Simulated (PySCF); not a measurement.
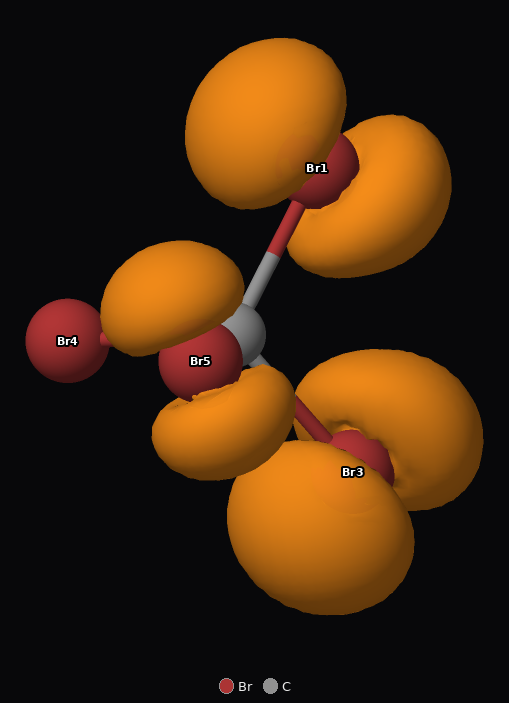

The picture shows: CBr₄ (SMILES BrC(Br)(Br)[Br+]) (charge +1, doublet). Isosurfaces of the spin density at +0.02 (orange) and −0.02 e/Å³ (purple), seen at an oblique angle.

Geometry: PBE0-D3(BJ)/def2-SVP.

Method: DFT single point, gas phase, functional wB97X (PySCF 2.14.0, density-fitted response routines).

```yaml
atoms:
  - { symbol: Br, position_ang: [0.4545, 1.3540, 1.2706] }
  - { symbol: C, position_ang: [0.0116, 0.0100, -0.0267] }
  - { symbol: Br, position_ang: [-0.0085, -1.6791, 0.8953] }
  - { symbol: Br, position_ang: [1.3107, 0.0537, -1.4305] }
  - { symbol: Br, position_ang: [-1.7332, 0.2728, -0.7787] }
```

### Which atoms carry the spin?

The unpaired spin (1 electron) lies mostly on Br3 (about 0.4), Br1 (about 0.3), Br5 (about 0.2) and Br4 (about 0.1), in electrons by Hirshfeld's partition.
